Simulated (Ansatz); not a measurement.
**C3H12GaN (SMILES C[Ga-](C)(C)[NH3+]) at CCSD/Sapporo-DZP (start density atoms)**

Aim: the energy difference between two shapes of C3H12GaN at CCSD/Sapporo-DZP (start density atoms), from 2 runs. 

The calculation is run with Ansatz 0.2.0.

2 further runs of the same task are left out: 1 that didn't finish, 1 set aside as unsound or not needed. Runs told in other sessions of the task aren't counted.

### 1 The system as given

The species is C3H12GaN (17 atoms), meant as a singlet with charge 0. As SMILES, `C[Ga-](C)(C)[NH3+]`. The shape is that of a PBE0-D4/def2-TZVP optimisation.

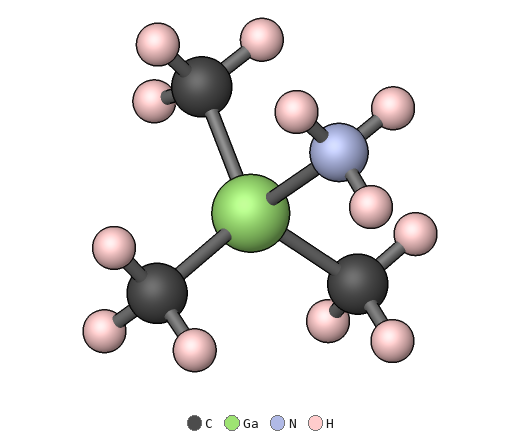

Viewed from a chosen angle; carbon dark grey, gallium green, nitrogen light blue, hydrogen pink.

### 2 A single-point energy at CCSD/Sapporo-DZP (start density atoms)

run.yaml reads:

```yaml
crystal:
  periodic: [false, false, false]
  atoms:
    - symbol: C
      position_ang: [-0.724690, 0.767350, -1.780960]
    - symbol: Ga
      position_ang: [0.155500, -0.156590, -0.247090]
    - symbol: C
      position_ang: [2.027140, 0.365110, 0.206730]
    - symbol: C
      position_ang: [-0.422310, -2.018890, 0.176160]
    - symbol: N
      position_ang: [-0.870130, 0.876400, 1.382070]
    - symbol: H
      position_ang: [-0.337770, 0.382760, -2.729300]
    - symbol: H
      position_ang: [-0.538820, 1.845740, -1.776900]
    - symbol: H
      position_ang: [-1.807520, 0.609810, -1.793330]
    - symbol: H
      position_ang: [2.328700, 0.007070, 1.195860]
    - symbol: H
      position_ang: [2.727720, -0.067300, -0.513810]
    - symbol: H
      position_ang: [2.173270, 1.449260, 0.179340]
    - symbol: H
      position_ang: [-0.082930, -2.343380, 1.164610]
    - symbol: H
      position_ang: [-0.002060, -2.721570, -0.549520]
    - symbol: H
      position_ang: [-1.509750, -2.134500, 0.136040]
    - symbol: H
      position_ang: [-0.554260, 0.531670, 2.281190]
    - symbol: H
      position_ang: [-1.871800, 0.734050, 1.323650]
    - symbol: H
      position_ang: [-0.690280, 1.873060, 1.345280]
basis:
  gaussian: {orbitals: Sapporo-DZP.json}
correlation: {method: ccsd, electrons: outside_noble_gas}
output: {orbitals: {seedname: orbitals}}
```

The basis set Sapporo-DZP is read from a file made from the Basis Set Exchange's data (not shown).

On the command line:

```console
$ ansatz run run.yaml --threads 1 --pin off --max-ram 3480MiB --events-out events.jsonl --progress --plain --runs-dir runs
```

What it wrote:

```text
Warning: RAYON_NUM_THREADS=1 ignored (pool sized by the plan → 1); use --threads N
Functional definition: HF
  name "HF"
  exchange = exact_x
  correlation = 0
1541 factors; integrals over basis functions are off by at most 1.1e-3 eV
mean field evaluation 1: about -57092.7437 eV, gradient 4.3e1 eV
mean field evaluation 2: about -57092.7464 eV, gradient 4.3e1 eV
mean field evaluation 4: about -57097.6136 eV, gradient 3.3e0 eV
mean field evaluation 8: about -57097.6599 eV, gradient 1.4e-4 eV
mean field evaluation 16: about -57097.6575 eV, gradient 2.0e-1 eV
mean field -57097.65991862 eV, -2098.3002998254 hartree, gradient 1.4e-6 eV, S^2 0.000000; 0 other end points of the search recorded, 0 dependent functions left out
18 core orbitals not correlated, not the lowest: weight in the atoms' cores, before any rotation towards them, 0.966 or more for the frozen orbitals, at most 0.028 for the correlated occupied ones
reference -57097.65991862 eV, -2098.3002998254 hartree; 16, 16 occupied and 109, 109 virtual orbitals, 1541 factors
second order -19.56627916 eV of doubles, -0.00000000 eV of singles
cycle   1  -20.92493252 eV  change    -1.4e0 eV  update   8.5e-2
cycle   2  -21.44273310 eV  change   -5.2e-1 eV  update   2.5e-2
cycle   3  -21.50465600 eV  change   -6.2e-2 eV  update   7.7e-3
cycle   4  -21.50620039 eV  change   -1.5e-3 eV  update   2.0e-3
cycle   5  -21.50653276 eV  change   -3.3e-4 eV  update   5.6e-4
cycle   6  -21.50656989 eV  change   -3.7e-5 eV  update   1.8e-4
cycle   7  -21.50657908 eV  change   -9.2e-6 eV  update   5.7e-5
cycle   8  -21.50659001 eV  change   -1.1e-5 eV  update   2.1e-5
Total energy: -57119.16650863 eV, -2099.0906524306 hartree
```

Run time: 13 s. Hardware: 1 thread of Intel Xeon 6975P-C (Granite Rapids), shared host; peak memory 1.1 GiB.

### 3 The distorted shape, same level

run.yaml reads:

```yaml
crystal:
  periodic: [false, false, false]
  atoms:
    - symbol: C
      position_ang: [-0.834810, 0.588222, -1.901060]
    - symbol: Ga
      position_ang: [0.166763, -0.204893, -0.361837]
    - symbol: C
      position_ang: [1.948177, 0.388845, 0.192328]
    - symbol: C
      position_ang: [-0.347716, -2.011722, 0.200453]
    - symbol: N
      position_ang: [-0.706299, 0.845916, 1.415618]
    - symbol: H
      position_ang: [-0.396401, 0.344059, -2.673209]
    - symbol: H
      position_ang: [-0.453481, 1.940488, -1.763654]
    - symbol: H
      position_ang: [-1.786881, 0.540549, -1.802483]
    - symbol: H
      position_ang: [2.363274, -0.105061, 1.035063]
    - symbol: H
      position_ang: [2.691377, -0.013425, -0.420155]
    - symbol: H
      position_ang: [2.217927, 1.441244, 0.130533]
    - symbol: H
      position_ang: [-0.067363, -2.274281, 1.116917]
    - symbol: H
      position_ang: [-0.040624, -2.591560, -0.613271]
    - symbol: H
      position_ang: [-1.531515, -2.243712, 0.116721]
    - symbol: H
      position_ang: [-0.218295, 0.537200, 2.323314]
    - symbol: H
      position_ang: [-1.831876, 0.717131, 1.378046]
    - symbol: H
      position_ang: [-0.555974, 1.902291, 1.309910]
basis:
  gaussian: {orbitals: Sapporo-DZP.json}
correlation: {method: ccsd, electrons: outside_noble_gas}
output: {orbitals: {seedname: orbitals}}
```

The basis set Sapporo-DZP is read from a file made from the Basis Set Exchange's data (not shown).

On the command line:

```console
$ ansatz run run.yaml --threads 1 --pin off --max-ram 3480MiB --events-out events.jsonl --progress --plain --runs-dir runs
```

What it wrote, cut to the lines that bear on the results:

```text
Warning: RAYON_NUM_THREADS=1 ignored (pool sized by the plan → 1); use --threads N
[... 2 set-up lines as earlier in the session ...]
[...]
1541 factors; integrals over basis functions are off by at most 1.2e-3 eV
[...]
mean field -57093.78478079 eV, -2098.1578911368 hartree, gradient 1.9e-6 eV, S^2 0.000000; 0 other end points of the search recorded, 0 dependent functions left out
18 core orbitals not correlated, not the lowest: weight in the atoms' cores, before any rotation towards them, 0.869 or more for the frozen orbitals, at most 0.146 for the correlated occupied ones
reference -57093.78478079 eV, -2098.1578911368 hartree; 16, 16 occupied and 109, 109 virtual orbitals, 1541 factors
second order -19.74307389 eV of doubles, -0.00000000 eV of singles
cycle   1  -21.07493084 eV  change    -1.3e0 eV  update   9.1e-2
[...]
cycle   8  -21.70967626 eV  change   -1.3e-5 eV  update   3.7e-5
Total energy: -57115.49445705 eV, -2098.9557070240 hartree
```

Run time: 14 s. Hardware: 1 thread of Intel Xeon 6975P-C (Granite Rapids), shared host; peak memory 1.1 GiB.

### 4 Summary of results

At CCSD/Sapporo-DZP (start density atoms), 18 core orbitals frozen:

```
                                                     quantity           value
                                    first shape: total energy  -2099.09065 Eh
             first shape: HOMO energy (Hartree–Fock orbitals)        -9.59 eV
             first shape: LUMO energy (Hartree–Fock orbitals)         3.09 eV
           first shape: HOMO–LUMO gap (Hartree–Fock orbitals)        12.69 eV
    first shape: correlation energy (18 core orbitals frozen)      -790.4 mEh
                                   first shape: T1 diagnostic           0.008
                                distorted shape: total energy  -2098.95571 Eh
         distorted shape: HOMO energy (Hartree–Fock orbitals)        -9.36 eV
         distorted shape: LUMO energy (Hartree–Fock orbitals)         2.95 eV
       distorted shape: HOMO–LUMO gap (Hartree–Fock orbitals)        12.31 eV
distorted shape: correlation energy (18 core orbitals frozen)      -797.8 mEh
                               distorted shape: T1 diagnostic           0.009
                       energy change with the atoms displaced        3.672 eV
```

In words: With the atoms displaced the energy rises by 3.67 eV (85 kcal/mol). The first shape isn't relaxed at this level, so the change isn't measured from a minimum.
